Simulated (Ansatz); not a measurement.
Base system: ZrS$_{2}$ in the CdI2 type structure (space group P-3m1, No. 164; a = 3.578 Å, c = 5.540 Å; layered, stacked along the Cartesian z axis).

It is then changed as follows: a free-standing slab of 3 layers (9 atoms, 3 a layer) is cut normal to the stacking axis, with 15 Å of vacuum and the in-plane cell relaxed.

Level of theory: PBEsol-D3(BJ)/PAW in Ansatz (a first-principles code), no spin-orbit coupling.

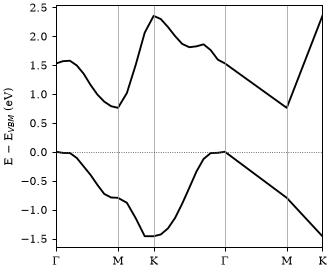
Figure. Highest valence and lowest conduction band along the path of the changed cell's own zone

The gap is 0.76 eV, indirect, Γ → M; the base has 0.29 eV.

Stability against distortions was not tested. The zero or small gap of ZrS2 can change with the level of theory.
